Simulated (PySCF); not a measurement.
C$_{5}$H$_{10}$Si$_{2}$

Input file:

```
{"job": {"kind": "nmr", "xc": "PBE", "basis": "pcSseg-1", "pop": false}, "charge": 0, "multiplicity": 1}
Si     2.738143     0.276711     0.007457
C      0.947054    -0.067059    -0.386194
C      0.034673     0.848983    -0.946905
C     -1.246755     0.257347    -0.995455
Si    -1.921953     0.234933     1.026620
C     -1.113036    -1.088100    -0.435752
C      0.243056    -1.247476    -0.074924
H      3.293694     1.266187    -0.965841
H      2.905014     0.842187     1.383979
H      3.531829    -0.988051    -0.068010
H      0.261158     1.867786    -1.263313
H     -2.101505     0.614560    -1.572578
H     -2.924277     1.340356     0.855862
H     -2.706990    -0.817986     1.755294
H     -0.745746     0.679894     1.811253
H     -1.853148    -1.884366    -0.533238
H      0.658788    -2.135908     0.401745
```

Command:

```sh
OMP_NUM_THREADS=1 python ens_run.py task.json out
```

Geometry: PBE0-D3(BJ)/def2-SVP.

Method: PBE/pcSseg-1, SCF density, gas phase, non-relativistic (PySCF 2.14.0).

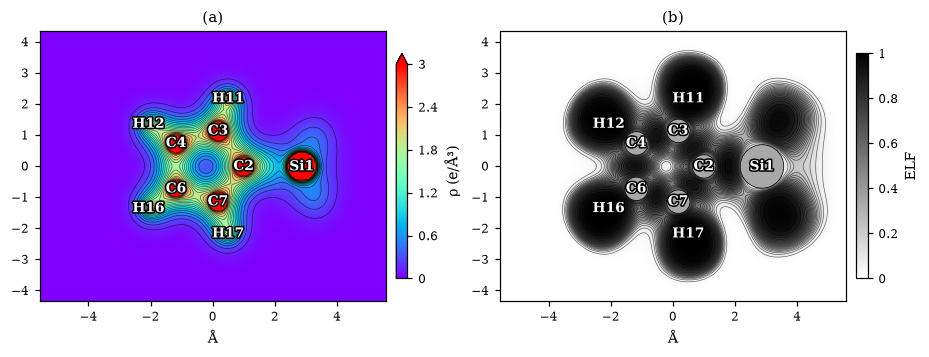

Figure 1. (a) total electron density; (b) ELF on the plane of atoms Si1, C2 and C3. Grey discs cover the atomic cores in the ELF map.

**Interpret the plot.**

- Atoms in the plane: Si, C and H.
- C–C (1.41 Å): ρ is about 2 e/Å³ halfway; the ELF peaks at about 0.95 between the atoms; a covalent bond.
- C–Si (1.87 Å): the density is about 0.94 e/Å³ at the midpoint; the ELF peaks at about 0.95 between the atoms (a shared electron pair).
- C–H (1.09 Å): the density is about 2 e/Å³ at the midpoint; the ELF climbs to about 1 towards the hydrogen, as it does in any bond to H; an ordinary covalent bond to hydrogen.
- C–C (1.46 Å): ρ at the midpoint is about 1.8 e/Å³; the ELF peaks at about 0.95 between the atoms (localised, covalent bonding).

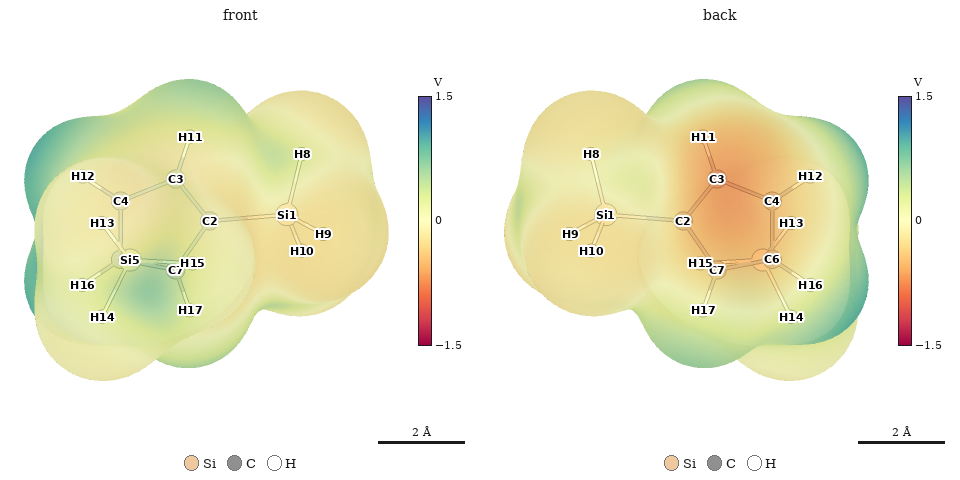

Figure 2. The electrostatic potential painted on the density surface at 0.001 e/bohr³, seen from the front and from behind; red is negative and blue positive.

**Which sites attract a positive test charge, and which a negative one?**

A positive charge is drawn to the negative regions and a negative charge to the positive ones. The most negative region (about −0.7 V) lies over the π face of C2, C3 and C7, the most positive (about +1.1 V) over Si5.
